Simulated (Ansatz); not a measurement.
The relaxed structure here is a generated cell of HfO2: the first start was made by placing the elements on the sites of a structure type, and the end was not matched to a known phase here, so it may be hypothetical. Known forms of HfO2 include space group No. 14, 29, 137, 225.

One stationary structure of HfO2. Calculation: r2SCAN (plane waves to 500 eV, PAW, scalar-relativistic; Ansatz, an electronic-structure program).

I4/mcm (No. 140), tI12; a = 5.2602 Å, b = 5.2602 Å, c = 5.7704 Å, α = 90.00°, β = 90.00°, γ = 90.00°.

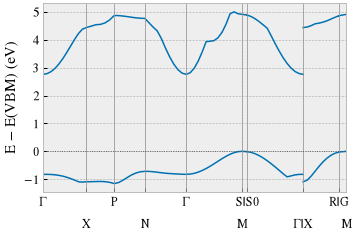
Figure. Highest filled and lowest empty band along the path of this cell's Brillouin zone

Problem. Read off the gap and say whether it is direct.

Solution. 2.76 eV, indirect (valence top at M, conduction bottom at Γ) (no spin-orbit coupling).

Problem. How far does the top valence band disperse along this path?

Solution. About 1.2 eV.

No spin polarisation in the result.

The run could not lose the symmetry of its start, so the end can be a saddle point.
